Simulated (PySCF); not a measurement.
**SnH2OF2 (SMILES [OH][SnH]([F])[F]), step by step**

Aim: a structure relaxation (N12-D3(0)/3-21G), then a single-point energy (DF-CCSD(T)/LANL2DZ), then the excited states (ADC(2)/def2-SVP) of SnH2OF2. The job is set up through a Python script.

The calculation is run with PySCF 2.14.0.

1 further run of the same task is left out (for a faulty analytic Hessian).

## Step 1: The molecule

SnH2OF2: 6 atoms, total charge 0, spin state singlet. SMILES: `[OH][SnH]([F])[F]`. All atoms were displaced at random from a relaxed shape. The run starts from this shape.

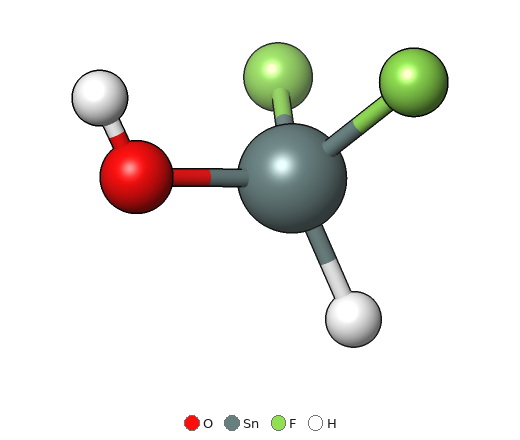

Viewed from a chosen angle; oxygen red, tin teal, fluorine green, hydrogen white.

## Step 2: A geometry optimisation at N12-D3(0)/3-21G (sfX2C) (run 1)

The input, mol.xyz:

```xyz
6

O     -0.263443     1.115301    -1.003258
Sn     0.080295    -0.036587     0.428349
F      1.565217    -1.130108     0.056288
F     -1.294514    -1.377791     0.506136
H     -0.411730     0.729807    -1.840439
H      0.303750     0.667542     1.908421
```

The input, calc.py:

```python
# [OH][SnH]([F])[F]
from pyscf import gto, dft
from pyscf.geomopt.geometric_solver import kernel as optimise

mol = gto.M(
    atom='mol.xyz',
    basis='3-21g',
    verbose=3,
    max_memory=1860,
    spin=0,
    charge=0,
)

calc0 = dft.RKS(mol, xc='n12')
calc0 = calc0.sfx2c1e()
calc0.disp = 'd3zero'
converged, mol_eq = optimise(calc0, maxsteps=100)
print('converged:', converged)
print(mol_eq.tostring())

calc0.reset(mol_eq)
mol = mol_eq
calc0.kernel()
e_final = calc0.e_tot
print(f'total energy: {e_final:.8f} hartree')
```

On the command line:

```console
$ OMP_NUM_THREADS=1 python calc.py
```

The program printed:

```text
maxiter                   100
[... 30 lines left out ...]
> Convergence Criteria:
[... 18 lines left out ...]
WARN: Mole.unit (angstrom) is changed to Bohr
[... 12 lines left out ...]
Step    0 : Gradient = 3.192e-02/4.854e-02 (rms/max) Energy = -6379.6367663173
[... 34 lines left out ...]
converged SCF energy = -6379.64240222884
[... 45 lines left out ...]
converged SCF energy = -6379.64248149062
[... 45 lines left out ...]
converged SCF energy = -6379.64247977957
[... 45 lines left out ...]
converged SCF energy = -6379.64248367614
[... 45 lines left out ...]
converged SCF energy = -6379.64248651293
[... 35 lines left out ...]
Converged! =D
[... 1 line left out ...]
converged: True
O          -0.24733777        1.16127558       -0.98680584
Sn          0.11648699       -0.02592141        0.47912847
F           1.60594923       -1.08361967       -0.00729024
F          -1.24811743       -1.33407880        0.49571382
H          -0.38342838        0.74347053       -1.86548294
H           0.29777280        0.82681165        1.93199179
converged SCF energy = -6379.64248711958
total energy: -6379.64248712 hartree
```

Wall time 3 min (1 thread of Intel Xeon at 2.50GHz (Skylake/Cascade Lake), shared host); peak memory 0.63 GiB.

Step by step:

```
step  energy from the first frame kept (eV)  largest force (eV/Å)
   0                                 0.0000                2.4960
   1                                -0.1299                0.7468
   2                                -0.1534                0.1102
   3                                -0.1553                0.0869
   4                                -0.1555                0.0336
   5                                -0.1555                0.0339
   6                                -0.1555                0.0433
   7                                -0.1555                0.0227
   8                                -0.1556                0.0113
   9                                -0.1556                0.0134
  10                                -0.1557                0.0116
  11                                -0.1557                0.0083
```

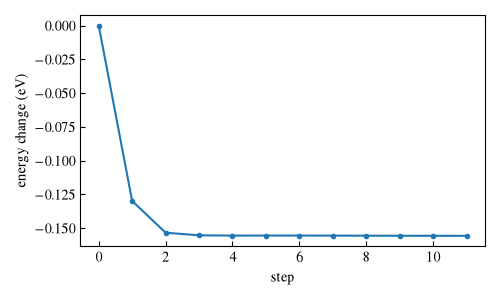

Energy along the run.

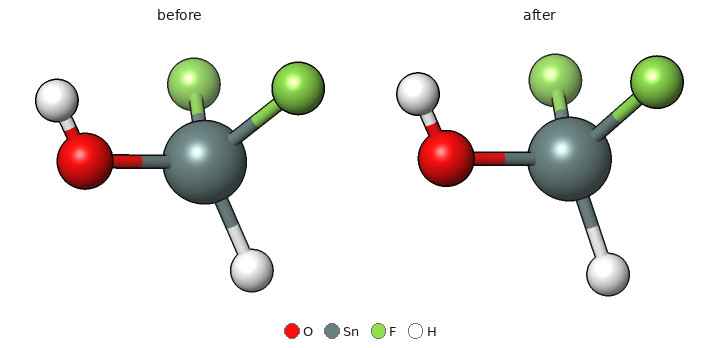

Before and after, at one scale.

After the run. Bond lengths: O1–Sn2 1.921 Å, Sn2–F3 1.890 Å, Sn2–F4 1.890 Å, O1–H5 0.982 Å, Sn2–H6 1.694 Å. Angles: O1–Sn2–F3 107.4°, O1–Sn2–F4 107.3°, F3–Sn2–F4 100.6°, O1–Sn2–H6 111.3°, F3–Sn2–H6 114.7°, F4–Sn2–H6 114.7°, Sn2–O1–H5 116.5°.

## Step 3: The energy at DF-CCSD(T)/LANL2DZ (core potential) (run 3)

The input, job.py:

```python
from pyscf import gto, scf, cc

mol = gto.Mole()
mol.atom = '''
O     -0.247338     1.161276    -0.986806
Sn     0.116487    -0.025921     0.479128
F      1.605949    -1.083620    -0.007290
F     -1.248117    -1.334079     0.495714
H     -0.383428     0.743471    -1.865483
H      0.297773     0.826812     1.931992
'''
mol.basis = 'lanl2dz'
mol.ecp = {'Sn': 'lanl2dz'}
mol.verbose = 3
mol.max_memory = 1860
mol.charge = 0
mol.build()

mf = scf.RHF(mol)
mf.kernel()

mycc = cc.CCSD(mf, frozen=3).density_fit()
mycc.kernel()
e_t = mycc.ccsd_t()
etot = mycc.e_tot + e_t
print('E = %.10f Eh' % etot)
dip = mf.dip_moment()
pop, q = mf.mulliken_pop()
```

On the command line:

```console
$ OMP_NUM_THREADS=1 python job.py
```

The program printed:

```text
converged SCF energy = -278.256978233429

WARN: Even tempered Gaussians are generated as DF auxbasis for  O F Sn H

WARN: Even tempered Gaussians are generated as DF auxbasis for  O F Sn H

E(RCCSD) = -278.6718461451872  E_corr = -0.4148679117582285
RCCSD(T) correction = -0.00760661076416004
E = -278.6794527560 Eh
Dipole moment(X, Y, Z, Debye):  0.00702,  1.94096,  1.21534
 ** Mulliken pop  **
pop of  0 O 1s            2.00010
pop of  0 O 2s            0.90259
pop of  0 O 3s            0.98111
pop of  0 O 2px           1.28108
pop of  0 O 2py           1.15703
pop of  0 O 2pz           1.00710
pop of  0 O 3px           0.65265
pop of  0 O 3py           0.62030
pop of  0 O 3pz           0.40873
pop of  1 Sn 5s           0.27429
pop of  1 Sn 6s           0.56603
pop of  1 Sn 5px          0.23899
pop of  1 Sn 5py          0.30627
pop of  1 Sn 5pz          0.46557
pop of  1 Sn 6px          0.01878
pop of  1 Sn 6py          0.02244
pop of  1 Sn 6pz          0.04121
pop of  2 F 1s            2.00017
pop of  2 F 2s            0.98774
pop of  2 F 3s            0.98762
pop of  2 F 2px           1.27139
pop of  2 F 2py           1.31602
pop of  2 F 2pz           1.35343
pop of  2 F 3px           0.57862
pop of  2 F 3py           0.58956
pop of  2 F 3pz           0.59915
pop of  3 F 1s            2.00017
pop of  3 F 2s            0.98771
pop of  3 F 3s            0.98765
pop of  3 F 2px           1.28553
pop of  3 F 2py           1.29033
pop of  3 F 2pz           1.36505
pop of  3 F 3px           0.58333
pop of  3 F 3py           0.58268
pop of  3 F 3pz           0.60156
pop of  4 H 1s            0.45745
pop of  4 H 2s            0.09698
pop of  5 H 1s            0.43905
pop of  5 H 2s            0.69453
 ** Mulliken atomic charges  **
charge of    0O =     -1.01070
charge of    1Sn =      2.06642
charge of    2F =     -0.68370
charge of    3F =     -0.68400
charge of    4H =      0.44556
charge of    5H =     -0.13358
```

It took 6.6 s on 1 thread of Intel Xeon at 2.50GHz (Skylake/Cascade Lake), shared host; peak memory 0.14 GiB.

## Step 4: The excited states at ADC(2)/def2-SVP (core potential, root kind ee) (run 4)

The input, geometry.xyz:

```xyz
6

O     -0.247338     1.161276    -0.986806
Sn     0.116487    -0.025921     0.479128
F      1.605949    -1.083620    -0.007290
F     -1.248117    -1.334079     0.495714
H     -0.383428     0.743471    -1.865483
H      0.297773     0.826812     1.931992
```

The input, job.py:

```python
# [OH][SnH]([F])[F]
from pyscf import gto, adc

molecule = gto.Mole()
molecule.atom = 'geometry.xyz'
molecule.max_memory = 1860
molecule.charge = 0
molecule.ecp = {'Sn': 'def2-svp'}
molecule.spin = 0
molecule.verbose = 3
molecule.basis = 'def2-svp'
molecule.build()

mf = molecule.RHF()
mf.kernel()

myadc = adc.ADC(mf, frozen=7)
myadc.method = 'adc(2)'

myadc.method_type = 'ee'
e, vec, osc, x = myadc.kernel(nroots=4)

roots = e * 27.211386
print('root  energy (eV)  strength')
for i, (w, f) in enumerate(zip(roots, osc), 1):
    print('%3d %10.4f %10.5f' % (i, w, f))
```

On the command line:

```console
$ OMP_NUM_THREADS=1 python job.py
```

The program printed:

```text
converged SCF energy = -488.078908275994
MP2 correlation energy of reference state (a.u.) = -0.67640566

WARN: Davidson iterations for 2 root(s) did not converge!!!

root  energy (eV)  strength
  1     7.1502    0.03918
  2     8.0534    0.10011
  3     8.6360    0.02983
  4     8.6802    0.00644
```

It took 2.1 min on 1 thread of Intel Xeon at 2.50GHz (Skylake/Cascade Lake), shared host; peak memory 0.84 GiB.

The iterations ended before the threshold was met.

## Step 5: Outcome

| quantity | value |
| --- | --- |
| run 1, N12-D3(0)/3-21G: total energy at the end | -6379.64249 Eh |
| run 1, N12-D3(0)/3-21G: dipole moment | 1.28 D |
| run 1, N12-D3(0)/3-21G: HOMO energy | -6.74 eV |
| run 1, N12-D3(0)/3-21G: LUMO energy | -1.90 eV |
| run 1, N12-D3(0)/3-21G: HOMO–LUMO gap | 4.85 eV |
| run 1, N12-D3(0)/3-21G: dispersion energy | -4.93 kJ/mol |
| run 3, DF-CCSD(T)/LANL2DZ: total energy | -278.67945 Eh |
| run 3, DF-CCSD(T)/LANL2DZ: dipole moment (Hartree–Fock density) | 2.29 D |
| run 3, DF-CCSD(T)/LANL2DZ: HOMO energy (Hartree–Fock orbitals) | -14.50 eV |
| run 3, DF-CCSD(T)/LANL2DZ: LUMO energy (Hartree–Fock orbitals) | 1.88 eV |
| run 3, DF-CCSD(T)/LANL2DZ: HOMO–LUMO gap (Hartree–Fock orbitals) | 16.38 eV |
| run 3, DF-CCSD(T)/LANL2DZ: correlation energy (3 core orbitals frozen) | -422.5 mEh |
| run 3, DF-CCSD(T)/LANL2DZ: (T) correction | -7.61 mEh |
| run 3, DF-CCSD(T)/LANL2DZ: T1 diagnostic | 0.015 |
| run 4, ADC(2)/def2-SVP | no result (not converged) |

The optimisation (run 1, N12-D3(0)/3-21G) took 11 steps and changed the energy by -0.156 eV. Mulliken charges (run 1, N12-D3(0)/3-21G) run from -0.65 on O1 to +1.11 on Sn2; they depend strongly on the basis. The basis (run 1, N12-D3(0)/3-21G) was contracted for non-relativistic atoms, which limits what the relativistic Hamiltonian can do in the core. Mulliken charges (run 3, DF-CCSD(T)/LANL2DZ) of the mean-field density run from -1.01 on O1 to +2.07 on Sn2. The triples (run 3, DF-CCSD(T)/LANL2DZ) make up 1.8 % of the correlation energy. 1 of the 3 runs did not end normally.
